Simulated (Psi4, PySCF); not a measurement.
Two rigid molecules brought together: COS ··· H2Se (SMILES O=C=S and [SeH2]), singlet. Monomers: optimised at B3LYP-D3(BJ) (def2-TZVP), held rigid. Orientation: lowest of the rigid-body minima from ten starts at GFN2-xTB. The monomers approach along the line of their centres of mass (distance R); nothing else relaxes.

Geometry at R = 4.12 Å (first 3 atoms: monomer A):
```
6

O     -1.2911    -0.0052     0.0000
C     -0.1355    -0.0005     0.0000
S      1.4266     0.0057     0.0000
Se    -3.1904    -1.5114     1.3201
H     -4.4619    -2.0526     1.8226
H     -3.8990    -0.5128     0.5059
```

HF/aug-cc-pVDZ, counterpoise-corrected (Psi4); RMP2/6-31G* = PySCF with restricted MP2 (frozen core)/6-31G*, spherical d, no counterpoise correction; PBE/def2-TZVP, counterpoise-corrected (Psi4); RKS-B3LYP/6-31G* = restricted B3LYP/6-31G*, spherical d, no counterpoise correction (PySCF); SAPT0/jun-cc-pVDZ, frozen core (Psi4).

Interaction energies in kJ/mol (negative: bound); R is the distance of the centres of mass, d the O1···H6 distance.

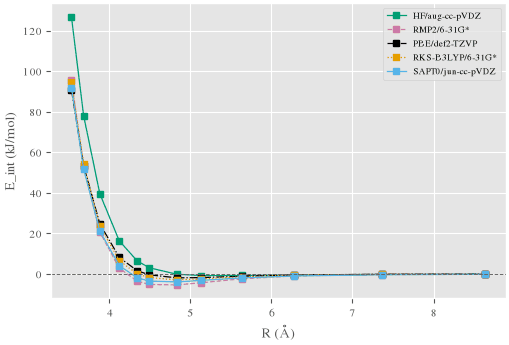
Figure. Interaction energy against separation.

| R / Å | d / Å | HF/aug-cc-pVDZ | RMP2/6-31G* | PBE/def2-TZVP | RKS-B3LYP/6-31G* | SAPT0/jun-cc-pVDZ |
|---|---|---|---|---|---|---|
| 3.53 | 2.14 | 126.82 | 95.68 | 90.88 | 94.82 | 91.94 |
| 3.68 | 2.28 | 78.14 | 52.94 | 53.48 | 54.39 | 51.78 |
| 3.88 | 2.47 | 39.60 | 20.70 | 24.75 | 23.75 | 21.17 |
| 4.12 | 2.70 | 16.37 | 2.90 | 8.20 | 6.58 | 4.19 |
| 4.34 | 2.92 | 6.54 | -3.48 | 1.67 | 0.12 | -1.87 |
| 4.49 | 3.07 | 3.10 | -5.13 | -0.39 | -1.78 | -3.45 |
| 4.83 | 3.40 | -0.09 | -5.39 | -1.86 | -2.84 | -3.88 |
| 5.13 | 3.69 | -0.73 | -4.27 | -1.75 | -2.42 | -3.13 |
| 5.63 | 4.19 | -0.69 | -2.35 | -1.07 | -1.33 | -1.88 |
| 6.28 | 4.83 | -0.41 | -0.93 | -0.46 | -0.45 | -0.94 |
| 7.36 | 5.90 | -0.16 | -0.26 | -0.12 | -0.11 | -0.33 |
| 8.63 | 7.17 | -0.06 | -0.09 | -0.04 | -0.04 | -0.12 |

Lowest grid point: HF/aug-cc-pVDZ -0.73 kJ/mol at R = 5.13 Å; RMP2/6-31G* -5.39 kJ/mol at R = 4.83 Å; PBE/def2-TZVP -1.86 kJ/mol at R = 4.83 Å; RKS-B3LYP/6-31G* -2.84 kJ/mol at R = 4.83 Å; SAPT0/jun-cc-pVDZ -3.88 kJ/mol at R = 4.83 Å.
